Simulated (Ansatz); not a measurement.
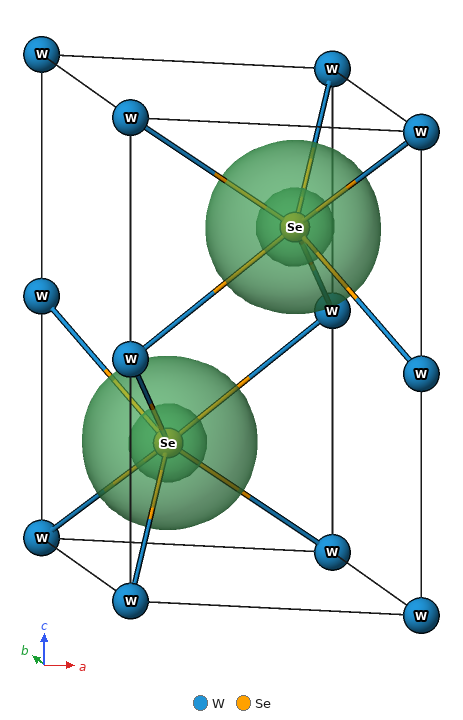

WSe. Isosurface of the electron localisation function at 0.65 (green), seen slightly off an axis. Only the valence region is drawn (cores and ρ < 0.01 e/Å³ removed). Sticks mark near contacts.

Space group P6₃/mmc; started from the nickel arsenide prototype, which need not be the ambient phase; computed pressure about −5 GPa in this cell; Hubbard U of 6.2 eV on W d only; the program warned that a lower state may break the symmetry; spin-polarised.

All numbers below come from DFT PBE+U, scalar-relativistic, plane waves, PAW in Ansatz.

In a PAW calculation such maps are meaningful between the atoms, not at the nuclei.

```cif
data_structure
_symmetry_space_group_name_H-M 'P 1'
_symmetry_Int_Tables_number 1
_cell_length_a 4.1993
_cell_length_b 4.1993
_cell_length_c 6.9845
_cell_angle_alpha 90.000
_cell_angle_beta 90.000
_cell_angle_gamma 120.000
_cell_volume 106.66
loop_
_atom_site_label
_atom_site_type_symbol
_atom_site_fract_x
_atom_site_fract_y
_atom_site_fract_z
_atom_site_occupancy
W1 W 0.00000 0.00000 0.00000 1
W2 W 0.00000 0.00000 0.50000 1
Se1 Se 0.33333 0.66667 0.25000 1
Se2 Se 0.66667 0.33333 0.75000 1
```

### Identify the bonds, lone pairs and shells in this picture.

The ELF exceeds this value in two regions wrapped around Se (the valence shell of each), counted in one cell of 4 atoms. Regions shared between cells count once. Profiles from the grid: W–Se (2.99 Å): the ELF is about 0.40 at the midpoint and 0.20 at its lowest between the atoms.
